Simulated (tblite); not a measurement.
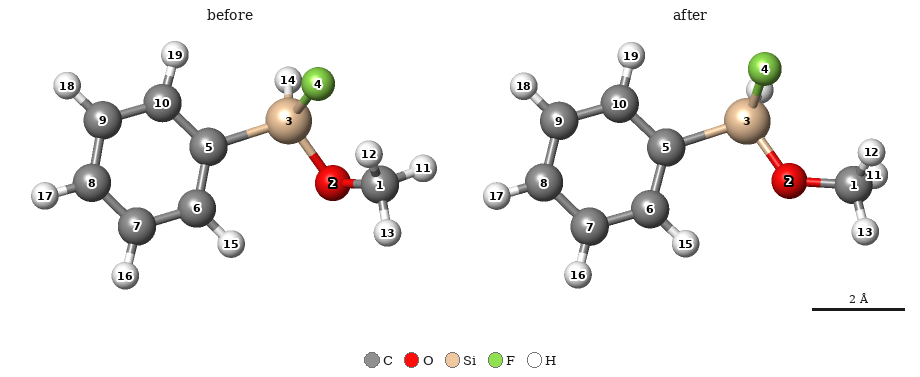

The structure of C₇H₉FOSi before (left) and after (right) a relaxation, at one scale.

A ball-and-stick model, seen at a tilt.

These are results of GFN2-xTB geometry optimisation, gas phase (tblite), not measurements. 

> Describe what moved and what it gained.

H12 moves most after the best rigid fit: 0.94 Å. By element the largest moves are H 0.94 Å, O 0.82 Å, F 0.44 Å, C 0.30 Å, Si 0.22 Å. Near-neighbour distances that change, for instance: Si3–F4 1.703 → 1.621 Å, O2–Si3 1.691 → 1.612 Å, C1–H13 1.125 → 1.090 Å, C7–H16 1.107 → 1.081 Å. Among the angles between lasting bonds that change: C1–O2–Si3 107.9° → 128.8°, F4–Si3–H14 110.7° → 102.0°, C5–Si3–H14 110.2° → 116.1°. Groups turn about O2–Si3 by about 55°, C1–O2 by about 35°. The energy falls by 75.1 kJ/mol in 113 geometry steps.
